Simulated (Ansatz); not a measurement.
# FH9O2Si4: molecular dynamics

Aim: follow the molecule's vibrations and see whether its bonds hold. The start is relaxed first. Runs: 40 steps of 2.5 fs at constant energy, with velocities drawn for 300 K. SMILES of the start: F[Si]([SiH3])(O[SiH3])O[SiH3].

All numbers below are computed with Ansatz 0.2.0 (RKS BHLYP/6-31G).

**1. The structure to begin with**

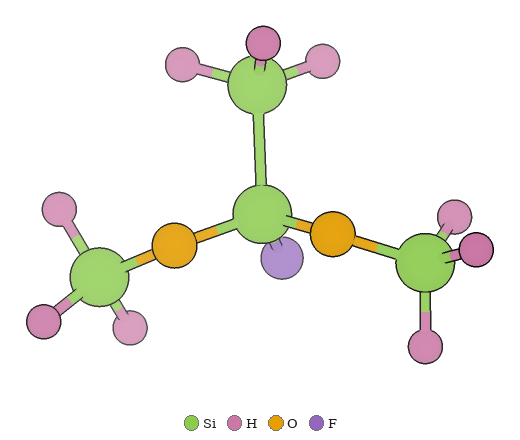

Start, viewed from a chosen angle; silicon green, hydrogen pink, oxygen amber, fluorine purple.

Coordinates:

```xyz
16

Si    0.0000    0.0000    0.0000
Si    0.0000    0.0000    2.2200
H    -1.3148   -0.4067    2.7074
H     1.0096   -0.9353    2.7074
H     0.3052    1.3420    2.7074
O     1.5842    0.0000   -0.5594
Si    2.4906   -1.3762   -0.8866
H     1.6598   -2.3521   -1.5857
H     3.6318   -1.0202   -1.7249
H     2.9691   -1.9538    0.3660
O    -0.7913    1.3709   -0.5594
Si   -2.4002    1.4263   -1.0396
H    -3.2124    0.6421   -0.1138
H    -2.8620    2.8114   -1.0378
H    -2.5267    0.8736   -2.3850
F    -0.7489   -1.2974   -0.5295
```

**2. Preparing the start**

Input file input.yaml:

```yaml
crystal:
  periodic: [false, false, false]
  atoms:
    - { symbol: Si, position_ang: [0.0, 0.0, 0.0] }
    - { symbol: Si, position_ang: [0.0, 0.0, 2.22] }
    - { symbol: H, position_ang: [-1.3148, -0.4067, 2.7074] }
    - { symbol: H, position_ang: [1.0096, -0.9353, 2.7074] }
    - { symbol: H, position_ang: [0.3052, 1.342, 2.7074] }
    - { symbol: O, position_ang: [1.5842, 0.0, -0.5594] }
    - { symbol: Si, position_ang: [2.4906, -1.3762, -0.8866] }
    - { symbol: H, position_ang: [1.6598, -2.3521, -1.5857] }
    - { symbol: H, position_ang: [3.6318, -1.0202, -1.7249] }
    - { symbol: H, position_ang: [2.9691, -1.9538, 0.366] }
    - { symbol: O, position_ang: [-0.7913, 1.3709, -0.5594] }
    - { symbol: Si, position_ang: [-2.4002, 1.4263, -1.0396] }
    - { symbol: H, position_ang: [-3.2124, 0.6421, -0.1138] }
    - { symbol: H, position_ang: [-2.862, 2.8114, -1.0378] }
    - { symbol: H, position_ang: [-2.5267, 0.8736, -2.385] }
    - { symbol: F, position_ang: [-0.7489, -1.2974, -0.5295] }
basis:
  gaussian: { orbitals: "6-31G" }
hamiltonian:
  xc: { name: BHLYP }
relax:
  f_tol: 0.02
  max_steps: 40
output:
  orbitals: {}
```

On the command line:

```console
$ ansatz run input.yaml --threads 2 --pin off --max-ram 3072MiB --backend cpu --events-out ev --progress --plain --runs-dir out
```

Log, shortened:

```text
Warning: RAYON_NUM_THREADS=2 ignored (pool sized by the plan → 2); use --threads N
[...]
Functional definition: BHLYP
[...]
1172 factors; integrals over basis functions are off by at most 1.6e-4 eV
[...]
mean field -38461.05851004 eV, -1413.4178304021 hartree, gradient 6.7e-5 eV, S^2 0.000000; 0 other end points of the search recorded, 0 dependent functions left out
[...]
reference -38461.05875350 eV, -1413.4178393491 hartree; 45, 45 occupied and 52, 52 virtual orbitals, 1172 factors
relax step   1: F+E_penalty+E_count = -38461.05851004 eV  Δ(F+E_penalty+E_count) = +0.000e0 eV  max|allowed force component| = 4.100e0 eV/Å  Δτ_max = 0.0000 Å  (26 SCF iters, accepted)
[...]
relax step   3: F+E_penalty+E_count = -38461.82295582 eV  Δ(F+E_penalty+E_count) = -1.927e-1 eV  max|allowed force component| = 9.270e-1 eV/Å  Δτ_max = 0.1960 Å  (30 SCF iters, accepted)
[...]
relax step   5: F+E_penalty+E_count = -38462.03990887 eV  Δ(F+E_penalty+E_count) = -1.638e-1 eV  max|allowed force component| = 4.243e-1 eV/Å  Δτ_max = 0.2000 Å  (31 SCF iters, accepted)
[...]
relax step   7: F+E_penalty+E_count = -38462.16086345 eV  Δ(F+E_penalty+E_count) = -4.537e-2 eV  max|allowed force component| = 2.016e-1 eV/Å  Δτ_max = 0.1998 Å  (31 SCF iters, accepted)
[...]
relax step   9: F+E_penalty+E_count = -38462.18895568 eV  Δ(F+E_penalty+E_count) = -6.838e-3 eV  max|allowed force component| = 2.096e-1 eV/Å  Δτ_max = 0.1198 Å  (30 SCF iters, accepted)
[...]
relax step  10: F+E_penalty+E_count = -38462.19219126 eV  Δ(F+E_penalty+E_count) = -3.236e-3 eV  max|allowed force component| = 2.384e-1 eV/Å  Δτ_max = 0.0310 Å  (32 SCF iters, accepted)
[...]
relax step  11: F+E_penalty+E_count = -38462.20094342 eV  Δ(F+E_penalty+E_count) = -8.752e-3 eV  max|allowed force component| = 5.501e-2 eV/Å  Δτ_max = 0.0711 Å  (31 SCF iters, accepted)
[...]
1172 factors; integrals over basis functions are off by at most 1.7e-4 eV
```

**3. The output, continued: start relaxed**

The log, continued, shortened:

```text
mean field -38462.19220895 eV, -1413.4594930686 hartree, gradient 1.8e-5 eV, S^2 0.000000; 0 other end points of the search recorded, 0 dependent functions left out
[...]
reference -38462.19246635 eV, -1413.4595025279 hartree; 45, 45 occupied and 52, 52 virtual orbitals, 1172 factors
relax step  12: F+E_penalty+E_count = -38462.19220895 eV  Δ(F+E_penalty+E_count) = +8.734e-3 eV  max|allowed force component| = 4.874e-1 eV/Å  Δτ_max = 0.1967 Å  (30 SCF iters, rejected (line search))
[...]
relax step  18: F+E_penalty+E_count = -38462.20469496 eV  Δ(F+E_penalty+E_count) = -2.671e-4 eV  max|allowed force component| = 6.854e-3 eV/Å  Δτ_max = 0.0200 Å  (24 SCF iters, accepted)
[...]
relax step  19: F+E_penalty+E_count = -38462.20479326 eV  Δ(F+E_penalty+E_count) = -9.829e-5 eV  max|allowed force component| = 6.990e-3 eV/Å  Δτ_max = 0.0340 Å  (24 SCF iters, accepted)
[...]
Atom 6 at     2.413890    -1.153208    -1.289412 Å, force     0.002154     0.003913    -0.001453 eV/Å
Atom 7 at     1.928593    -1.980546    -2.429249 Å, force    -0.000368    -0.000718     0.002557 eV/Å
Atom 8 at     2.984099     0.121991    -1.807243 Å, force    -0.001207    -0.002439     0.001926 eV/Å
Atom 9 at     3.457309    -1.898167    -0.533090 Å, force    -0.002745     0.000374    -0.001223 eV/Å
Atom 10 at    -1.252817     0.508326    -0.292415 Å, force     0.002864     0.000006    -0.006874 eV/Å
Atom 11 at    -2.199350     1.376783    -1.384875 Å, force    -0.004478    -0.003376     0.004137 eV/Å
Atom 12 at    -3.634995     1.222186    -1.022647 Å, force     0.006990     0.000632    -0.002315 eV/Å
Atom 13 at    -1.812357     2.812737    -1.308262 Å, force    -0.000945    -0.003128    -0.000429 eV/Å
Atom 14 at    -1.971889     0.873397    -2.769455 Å, force     0.000940     0.001144     0.004980 eV/Å
Atom 15 at    -1.110003    -2.052802     0.453715 Å, force     0.002590     0.004717    -0.001401 eV/Å
Dipole moment:     0.227887     0.408327    -0.166490 e Å
```

It took 1.8 min on 2 threads of Arm Neoverse V1, shared host; peak memory 0.28 GiB.

Step by step:

```csv
step,energy from step 1 (eV),largest force component (eV/Å)
1,0.0000,4.1004
2,-0.5717,2.4639
3,-0.7644,0.9270
4,-0.8176,0.6080
5,-0.9814,0.4243
6,-1.0570,0.2412
7,-1.1024,0.2016
8,-1.1236,0.2320
9,-1.1304,0.2096
10,-1.1337,0.2384
11,-1.1424,0.0550
12x,-1.1337,0.4874
13x,-1.1352,0.6489
14,-1.1438,0.0209
15,-1.1452,0.0749
16x,-1.1448,0.1218
17,-1.1459,0.0454
18,-1.1462,0.0069
19,-1.1463,0.0070
```

Step 1 is the start. 3 steps were tried and not accepted (12, 13, 16; marked x where the table lists them).

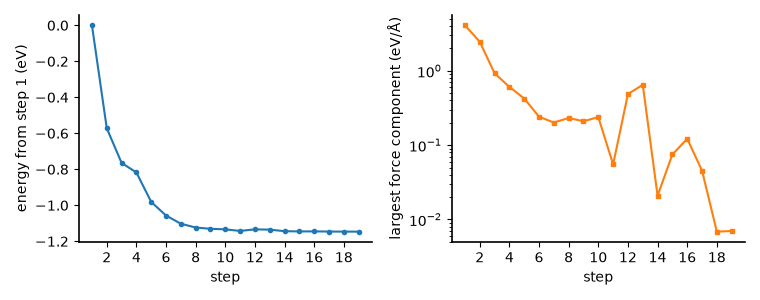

Energy and largest force along the relaxation.

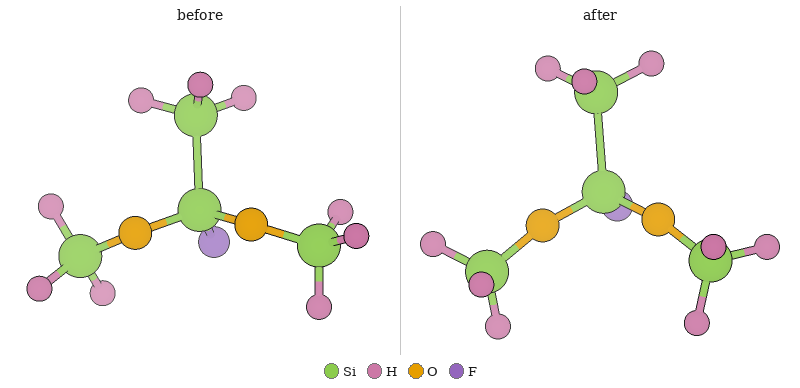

The structure before (left) and after (right), drawn at the same scale.

After: Bond lengths (14 of 15 bonds, heavy atoms first): Si1–Si2 2.330 Å, Si1–O6 1.652 Å, O6–Si7 1.686 Å, Si1–O11 1.652 Å, O11–Si12 1.686 Å, Si1–F16 1.685 Å, Si2–H3 1.489 Å, Si2–H4 1.489 Å, Si2–H5 1.490 Å, Si7–H8 1.490 Å, Si7–H9 1.490 Å, Si7–H10 1.489 Å, Si12–H13 1.489 Å, Si12–H14 1.489 Å. Angles (14 of 26 angles, heavy atoms first): Si2–Si1–O6 111.7°, Si2–Si1–O11 111.5°, Si2–Si1–F16 109.7°, O6–Si1–O11 111.0°, O6–Si1–F16 106.3°, O11–Si1–F16 106.4°, Si1–O6–Si7 168.1°, Si1–O11–Si12 168.0°, Si1–Si2–H3 109.9°, Si1–Si2–H4 110.1°, Si1–Si2–H5 108.5°, O6–Si7–H8 110.2°, O6–Si7–H9 108.8°, O6–Si7–H10 108.9°.

**4. Dynamics**

40 steps of 2.5 fs at constant energy, with velocities drawn for 300 K, from the relaxed start.

Input file input.yaml:

```yaml
crystal:
  periodic: [false, false, false]
  atoms:
    - { symbol: Si, position_ang: [-0.306994, -0.573431, 0.522502] }
    - { symbol: Si, position_ang: [-0.010594, 0.05674, 2.746] }
    - { symbol: H, position_ang: [-1.333942, 0.197087, 3.413731] }
    - { symbol: H, position_ang: [0.808167, -0.960732, 3.460867] }
    - { symbol: H, position_ang: [0.697386, 1.367232, 2.774442] }
    - { symbol: O, position_ang: [1.137496, -0.792993, -0.248108] }
    - { symbol: Si, position_ang: [2.41389, -1.153208, -1.289412] }
    - { symbol: H, position_ang: [1.928593, -1.980546, -2.429249] }
    - { symbol: H, position_ang: [2.984099, 0.121991, -1.807243] }
    - { symbol: H, position_ang: [3.457309, -1.898167, -0.53309] }
    - { symbol: O, position_ang: [-1.252817, 0.508326, -0.292415] }
    - { symbol: Si, position_ang: [-2.19935, 1.376783, -1.384875] }
    - { symbol: H, position_ang: [-3.634995, 1.222186, -1.022647] }
    - { symbol: H, position_ang: [-1.812357, 2.812737, -1.308262] }
    - { symbol: H, position_ang: [-1.971889, 0.873397, -2.769455] }
    - { symbol: F, position_ang: [-1.110003, -2.052802, 0.453715] }
basis:
  gaussian: { orbitals: "6-31G" }
hamiltonian:
  xc: { name: BHLYP }
md:
  timestep: 2.5
  n_steps: 40
  ensemble: nve
  temperature: 300.0
  initial_velocities: maxwell_boltzmann
  seed: 231618
```

On the command line:

```console
$ ansatz run input.yaml --threads 2 --pin off --max-ram 3072MiB --backend cpu --events-out ev --progress --plain --runs-dir out
```

Log, shortened:

```text
Warning: RAYON_NUM_THREADS=2 ignored (pool sized by the plan → 2); use --threads N
[...]
Functional definition: BHLYP
[...]
1168 factors; integrals over basis functions are off by at most 1.7e-4 eV
[...]
mean field -38462.20476427 eV, -1413.4599544682 hartree, gradient 1.7e-5 eV, S^2 0.000000; 0 other end points of the search recorded, 0 dependent functions left out
[...]
reference -38462.20502467 eV, -1413.4599640377 hartree; 45, 45 occupied and 52, 52 virtual orbitals, 1168 factors
md step     0: t =     0.00 fs  T =   300.0 K  F+E_penalty+E_count = -38462.20476427 eV  E_kin = 0.542892 eV  conserved = -38461.66187228 eV  (27 SCF iters)
[...]
md step    10: t =    25.00 fs  T =   106.2 K  F+E_penalty+E_count = -38461.79907324 eV  E_kin = 0.192261 eV  conserved = -38461.60681206 eV  (31 SCF iters)
[...]
Atom 6 at     2.484899    -1.225424    -1.242830 Å, force     0.010979    -0.513093    -0.651539 eV/Å
Atom 7 at     1.929959    -1.624876    -2.591283 Å, force     0.136600     0.090224     0.313243 eV/Å
Atom 8 at     3.247759     0.016290    -1.372977 Å, force     0.404680     0.345520    -0.116090 eV/Å
Atom 9 at     3.345861    -2.336464    -0.732841 Å, force    -0.102947     0.124165     0.041847 eV/Å
Atom 10 at    -1.055674     0.605727    -0.404231 Å, force    -0.559486     0.231943    -0.396484 eV/Å
Atom 11 at    -2.382218     1.253080    -1.226993 Å, force     0.692087     1.564643     0.182386 eV/Å
Atom 12 at    -3.645671     1.196441    -0.470094 Å, force    -0.189998    -0.306223     0.252406 eV/Å
Atom 13 at    -1.991153     2.718383    -1.301477 Å, force    -0.310480    -0.405988    -0.219777 eV/Å
Atom 14 at    -2.567671     0.699619    -2.570156 Å, force     0.024614    -0.317633    -0.341136 eV/Å
Atom 15 at    -1.171505    -1.862325     0.322516 Å, force    -0.287399    -0.506024     0.107817 eV/Å
Dipole moment:     0.118752     0.301522    -0.052167 e Å
```

Wall time 3.8 min (2 threads of Arm Neoverse V1, shared host); peak memory 0.27 GiB.

**5. What the atoms did**

The trajectory, every 2 steps (energies from step 0):

| time (fs) | T (K) | potential energy change (meV/atom) | total energy change (meV/atom) |
| --- | --- | --- | --- |
| 0.0 | 300 | 0.0 | 0.00 |
| 5.0 | 188 | 14.3 | 1.65 |
| 10.0 | 95 | 26.7 | 3.48 |
| 15.0 | 192 | 12.7 | 0.50 |
| 20.0 | 195 | 12.6 | 0.70 |
| 25.0 | 106 | 25.4 | 3.44 |
| 30.0 | 145 | 19.4 | 1.83 |
| 35.0 | 210 | 10.7 | 0.53 |
| 40.0 | 152 | 19.7 | 2.92 |
| 45.0 | 139 | 21.7 | 3.41 |
| 50.0 | 213 | 10.7 | 0.86 |
| 55.0 | 158 | 17.9 | 1.84 |
| 60.0 | 77 | 29.5 | 4.26 |
| 65.0 | 168 | 16.7 | 1.74 |
| 70.0 | 206 | 11.4 | 0.81 |
| 75.0 | 91 | 27.2 | 3.55 |
| 80.0 | 97 | 25.9 | 2.95 |
| 85.0 | 196 | 12.2 | 0.44 |
| 90.0 | 145 | 19.4 | 1.79 |
| 95.0 | 87 | 27.5 | 3.42 |
| 100.0 | 164 | 16.1 | 0.78 |

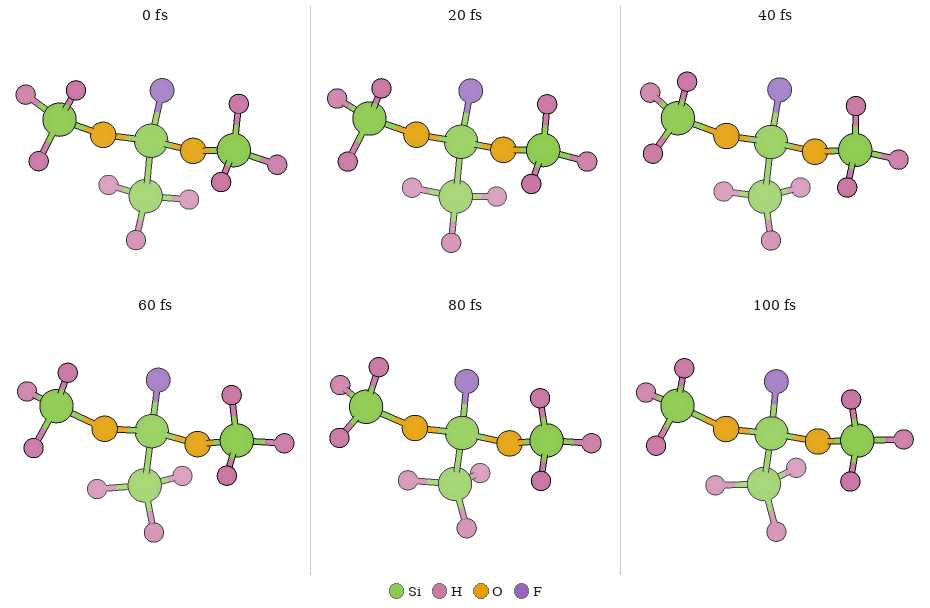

The system at six times, viewed from a free direction. Sticks join atoms within a bonding distance in each frame.

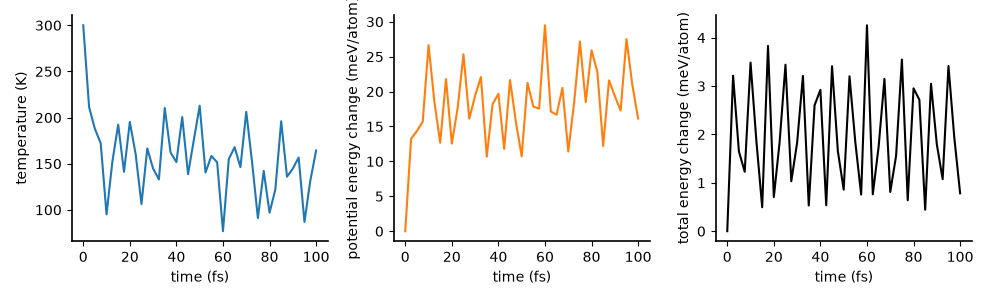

Time series of the run, each on its own scale.

**6. Positions and forces**

Extended XYZ, with forces in eV/Å:

```xyz
16
time_fs=17.5 T=141 dE=0.3487
Si   -0.282   -0.541    0.514    0.274   -0.869    0.161
Si   -0.009    0.056    2.771    0.154    0.415    0.207
H    -1.387    0.379    3.303    0.392   -0.096   -0.040
H     0.645   -1.035    3.605   -0.262    0.386   -0.396
H     0.852    1.325    2.819   -0.410   -0.629    0.001
O     1.127   -0.808   -0.277   -0.881    0.260    1.285
Si    2.383   -1.155   -1.252    0.932   -1.248   -1.268
H     1.889   -1.929   -2.470    0.269    0.257    0.440
H     2.961    0.107   -1.674    0.433    0.604   -0.308
H     3.407   -1.966   -0.513   -0.124    0.078   -0.115
O    -1.155    0.487   -0.385   -0.670    0.491   -0.059
Si   -2.235    1.333   -1.346    2.249    1.635    0.146
H    -3.545    1.209   -0.891   -2.036   -0.322    0.751
H    -1.790    2.790   -1.193   -0.333   -0.551   -0.222
H    -2.132    0.936   -2.730    0.081   -0.324   -0.854
F    -1.112   -2.003    0.396   -0.069   -0.087    0.268
16
time_fs=32.5 T=133 dE=0.3536
Si   -0.283   -0.557    0.530   -0.460    1.091   -0.658
Si   -0.021    0.064    2.776    0.350    0.228    0.321
H    -1.343    0.551    3.316    0.291   -0.260   -0.034
H     0.524   -1.149    3.521   -0.313    0.536   -0.206
H     0.974    1.224    2.915   -0.445   -0.614   -0.185
O     1.132   -0.813   -0.223    1.617   -0.254   -0.633
Si    2.421   -1.168   -1.278   -0.638   -1.073    0.291
H     1.962   -1.917   -2.522    0.035    0.319    0.494
H     3.119    0.039   -1.691    0.214    0.650   -0.114
H     3.352   -2.053   -0.505   -0.033    0.112   -0.144
O    -1.121    0.505   -0.441    0.421    0.182    0.830
Si   -2.267    1.340   -1.328    1.060    0.914   -0.239
H    -3.490    1.049   -0.705   -1.818   -0.245    0.709
H    -2.104    2.861   -1.360    0.216   -0.668    0.096
H    -2.252    0.813   -2.678    0.008   -0.141   -0.810
F    -1.126   -1.975    0.374   -0.505   -0.775    0.283
16
time_fs=50.0 T=213 dE=0.1715
Si   -0.282   -0.533    0.493    0.634   -0.847   -0.193
Si   -0.040    0.070    2.769   -0.097   -0.448   -0.285
H    -1.285    0.608    3.397    0.110    0.100   -0.202
H     0.305   -1.183    3.499    0.090    0.042    0.008
H     1.099    1.016    2.830   -0.016    0.148    0.105
O     1.247   -0.832   -0.170   -1.058    0.021    0.498
Si    2.466   -1.197   -1.288    0.010    0.548    0.090
H     1.862   -1.792   -2.504    0.001   -0.093   -0.128
H     3.152    0.098   -1.643   -0.091   -0.309    0.030
H     3.452   -2.132   -0.681   -0.040   -0.025    0.026
O    -1.082    0.589   -0.426   -0.569   -0.222   -0.101
Si   -2.336    1.326   -1.317   -0.175   -0.112    0.150
H    -3.710    1.120   -0.654    0.768    0.028   -0.303
H    -1.970    2.760   -1.303   -0.154    0.179   -0.081
H    -2.377    0.825   -2.739    0.022    0.019    0.387
F    -1.183   -2.003    0.385    0.565    0.973   -0.001
16
time_fs=67.5 T=146 dE=0.3285
Si   -0.250   -0.545    0.446    0.217    0.889    1.234
Si   -0.052    0.046    2.728   -0.323    0.066   -0.813
H    -1.239    0.803    3.166   -0.357   -0.024    0.137
H     0.208   -1.118    3.568   -0.030   -0.503    0.301
H     1.068    0.955    2.878    0.686    0.491    0.008
O     1.285   -0.868   -0.101   -0.128   -0.082   -0.656
Si    2.482   -1.207   -1.278    0.151    0.909    0.450
H     1.825   -1.722   -2.473   -0.246   -0.200   -0.553
H     3.223    0.085   -1.613   -0.304   -0.559    0.175
H     3.420   -2.223   -0.758    0.095   -0.065    0.154
O    -1.099    0.622   -0.401   -0.005   -0.302   -0.253
Si   -2.371    1.324   -1.295   -1.249   -1.246    0.208
H    -3.773    1.074   -0.553    1.471    0.218   -0.736
H    -2.146    2.759   -1.412    0.162    0.545    0.013
H    -2.427    0.698   -2.696    0.025    0.281    0.715
F    -1.181   -1.931    0.395   -0.166   -0.417   -0.385
16
time_fs=82.5 T=122 dE=0.3651
Si   -0.213   -0.506    0.477   -0.738   -0.488   -0.441
Si   -0.055    0.040    2.672   -0.596    0.168    0.298
H    -1.328    0.700    3.020   -0.177    0.426    0.074
H    -0.027   -1.105    3.572    0.297   -0.624    0.226
H     1.099    0.900    2.857    0.511    0.496    0.225
O     1.279   -0.903   -0.112   -0.348    0.420   -0.294
Si    2.474   -1.210   -1.262    0.684    0.436    0.313
H     1.871   -1.668   -2.514   -0.182   -0.163   -0.426
H     3.297    0.040   -1.520   -0.342   -0.363    0.093
H     3.346   -2.244   -0.662    0.127   -0.134   -0.079
O    -1.107    0.596   -0.398    0.497    0.378   -0.035
Si   -2.379    1.315   -1.266   -1.232   -1.880    0.230
H    -3.701    0.960   -0.449    1.181    0.593   -0.813
H    -2.216    2.752   -1.504    0.176    0.400    0.184
H    -2.456    0.601   -2.615   -0.016    0.392    0.510
F    -1.181   -1.889    0.365    0.158   -0.055   -0.065
16
time_fs=100.0 T=164 dE=0.2580
Si   -0.227   -0.491    0.477    0.778   -0.556   -0.458
Si   -0.076    0.063    2.678    0.522    0.264    0.760
H    -1.278    0.870    3.026   -0.109   -0.236    0.181
H     0.074   -1.250    3.387   -0.203    0.285    0.146
H     1.115    0.923    3.023   -0.207   -0.242   -0.240
O     1.240   -0.894   -0.180   -0.600    0.178    0.439
Si    2.485   -1.225   -1.243    0.011   -0.513   -0.651
H     1.930   -1.625   -2.591    0.137    0.090    0.313
H     3.248    0.016   -1.373    0.405    0.345   -0.116
H     3.346   -2.337   -0.733   -0.103    0.124    0.042
O    -1.056    0.606   -0.404   -0.559    0.232   -0.397
Si   -2.382    1.253   -1.227    0.692    1.565    0.182
H    -3.646    1.196   -0.470   -0.190   -0.306    0.252
H    -1.991    2.718   -1.302   -0.310   -0.406   -0.220
H    -2.568    0.700   -2.570    0.025   -0.318   -0.341
F    -1.171   -1.862    0.323   -0.287   -0.506    0.108
```

**7. Outcome**

| quantity | value |
| --- | --- |
| relaxation of the start | 15 moves, 1.146 eV lower |
| length | 40 steps of 2.5 fs |
| temperature, first and last step | 300 and 164 K |
| temperature, second half | mean 145 K, from 77 to 213 K |
| potential energy, second half | +20 meV/atom from the start |
| largest change of the total energy | 4.26 meV/atom |
| bonds formed or broken | 0 |

The temperature starts at 300 K and averages 145 K in the second half, where it ranges from 77 to 213 K; a mean near half the start is what vibrations about a minimum give, since they share energy equally between motion and strain. The total energy strays from its start by at most 4.26 meV/atom, 24 % of the mean kinetic energy, which is poor: the step of 2.5 fs is too long for the fastest motion. No bond forms or breaks. Averages from a run of 100 fs with 16 atoms are rough. The nuclei move classically, without zero-point motion, which matters most for hydrogen. In so small a basis the energies are only a sketch.
